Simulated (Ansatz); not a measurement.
CH6NSi (SMILES [CH2][SiH2]N) (doublet)

```yaml
atoms:
  - { symbol: C, position_ang: [-0.2171, -0.5211, 1.4506] }
  - { symbol: N, position_ang: [-1.2118, -0.3308, -1.4512] }
  - { symbol: Si, position_ang: [-0.5966, 0.5360, -0.0384] }
  - { symbol: H, position_ang: [-1.6573, 1.5316, 0.3278] }
  - { symbol: H, position_ang: [0.7534, -1.0287, 1.5932] }
  - { symbol: H, position_ang: [-2.1273, -0.7838, -1.3472] }
  - { symbol: H, position_ang: [-0.9795, -0.7924, 2.2024] }
  - { symbol: H, position_ang: [-0.5691, -0.9977, -1.8945] }
  - { symbol: H, position_ang: [0.6633, 1.2150, -0.4882] }
```

Geometry: BLYP-D3(BJ)/def2-SVP.

The calculation used isolated molecule in a Gaussian basis; Kohn-Sham density functional theory, functional PBE0 in Ansatz 0.2.0.

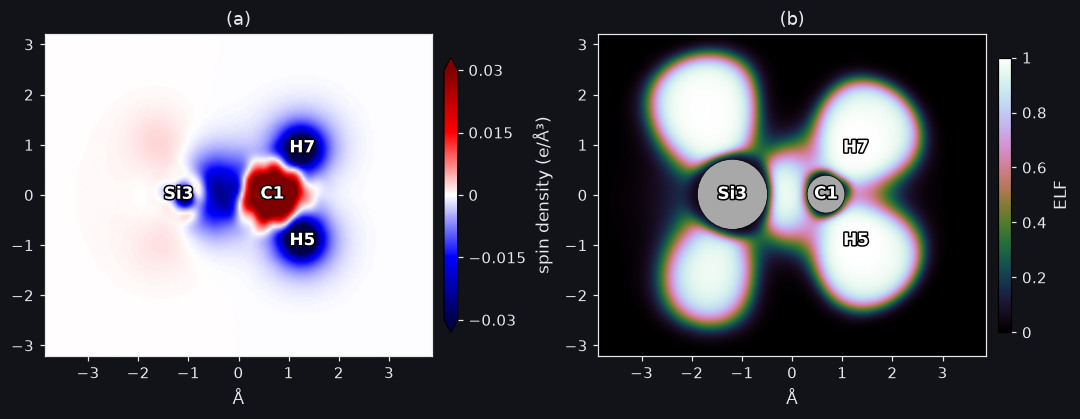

Figure 1. (a) spin density (α minus β); (b) electron localisation function on the plane of atoms Si3, C1 and H5. Grey discs cover the atomic cores in the ELF map.

### What does the map show?

- The plane passes through C, Si and H nuclei.
- C–Si (1.87 Å): the ELF peaks at about 0.95 between the atoms: localised, covalent bonding.
- C–H (1.10 Å): the ELF climbs to about 1 towards the hydrogen, as it does in any bond to H: an ordinary covalent bond to hydrogen.
- The unpaired spin (1 electron) lies mostly on C1 (about 0.8) and Si3 (about 0.1), in electrons by Hirshfeld's partition.

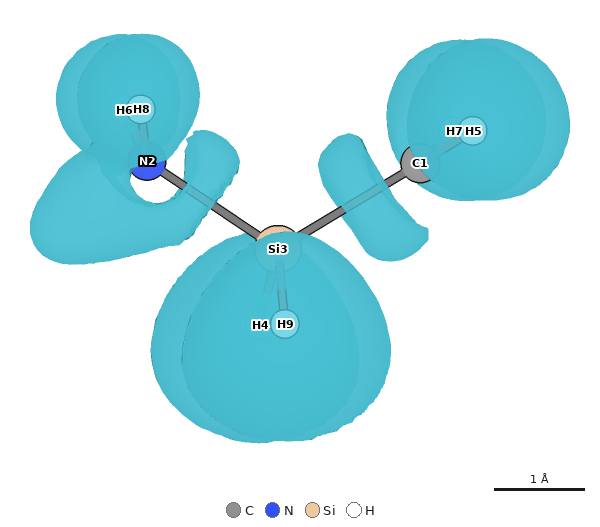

Figure 2. Isosurface of the ELF at 0.8 (cyan), seen across its widest extent. Core shells and regions of very low density are left out.

### Identify the bonds, lone pairs and shells in this picture.

At this value the surface marks out one region between bonded C–Si atoms (shared pairs), four regions around hydrogen nuclei and one joined region spread over several atoms (H, N), in which their bonds and any lone pairs are merged. Profiles from the grid: Si–N (1.77 Å): the ELF peaks at about 0.90 between the atoms: a polar covalent bond.

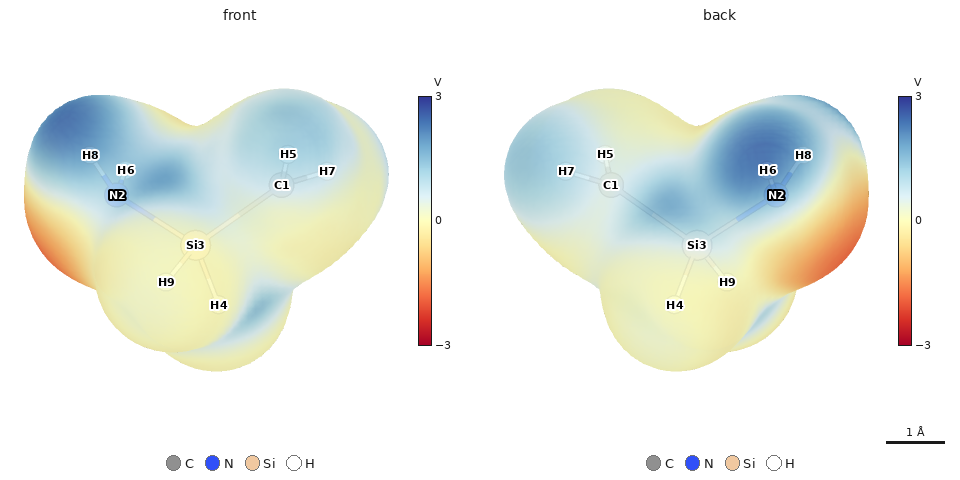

Figure 3. The molecular electrostatic potential painted on the density surface at 0.004 e/bohr³, seen from the front and from behind; the colour scale runs from red (negative) to blue (positive).

### Describe the electrostatic potential map.

The most negative region (about −1.7 V) lies over N2, the most positive (about +2.4 V) over H6 and H8. N2 is the likeliest acceptor of a hydrogen bond.
